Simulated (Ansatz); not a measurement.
Input file:

```
crystal:
  periodic: [false, false, false]
  atoms:
    - { symbol: B, position_ang: [0.0, 0.0, 0.0] }
    - { symbol: H, position_ang: [0.0, 0.0, 1.44] }
    - { symbol: Cl, position_ang: [1.6108, 0.0, -0.93] }
    - { symbol: Cl, position_ang: [-1.6108, 0.0, -0.93] }
    - { symbol: H, position_ang: [0.0, 0.0, 2.4] }
magnetization:
  spin_polarized: true
  initial_magnetization: 1
basis:
  gaussian: { orbitals: cc-pVDZ }
hamiltonian:
  xc: pbe0
  dispersion: d4
relax:
  f_tol: 0.15
  max_steps: 25
  restrain:
    - { distance: [1, 4], at: 0.66, k: 30.0 }
    - { distance: [0, 1], at: 2.39, k: 30.0 }
output:
  orbitals: {}
```

Command:

```sh
ansatz run input.yaml --threads 1 --pin off --max-ram 2048MiB --backend cpu --events-out ev --progress --plain --runs-dir out
```

The fields are those of the run's last geometry, not of the input's.

Not at a stationary point (largest force 1.9 eV/Å).

Level of theory: Ansatz 0.2.0, UKS PBE0-D4/cc-pVDZ.

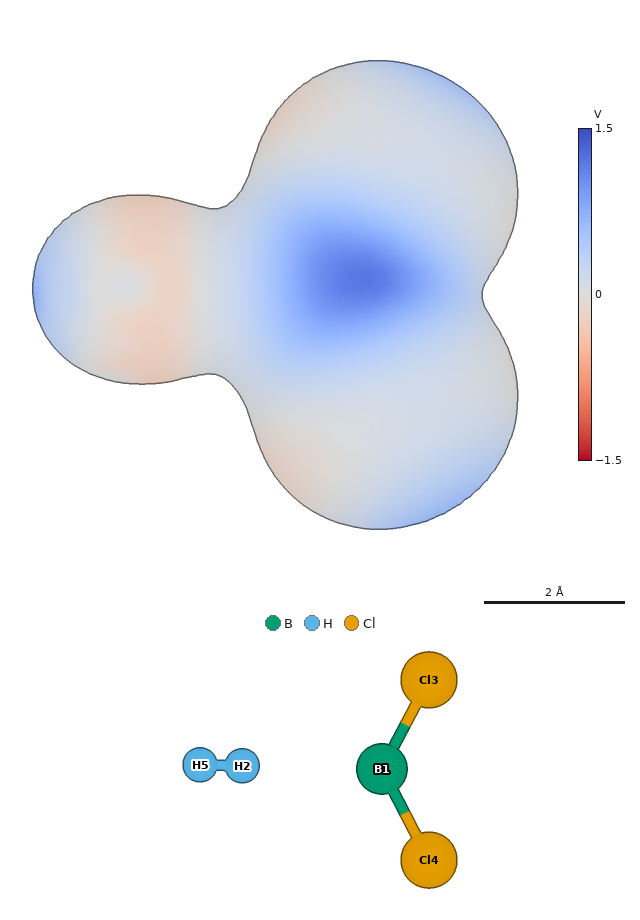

BCl2···H2 (doublet). The molecular electrostatic potential painted on the density surface at 0.002 e/bohr³, seen at a tilt; red is negative and blue positive. The bare structure is drawn below in the same view.

Q: Which sites attract a positive test charge, and which a negative one?

A: A positive charge is drawn to the negative regions and a negative charge to the positive ones. The most negative region (about −0.2 V) lies over H2 and H5, the most positive (about +1.2 V) over B1. Cl3 shows a σ-hole: about +0.6 V at the tip opposite its bond, against about 0.0 V on its flanks. Cl4 shows a σ-hole: about +0.6 V at the tip opposite its bond, against about 0.0 V on its flanks.
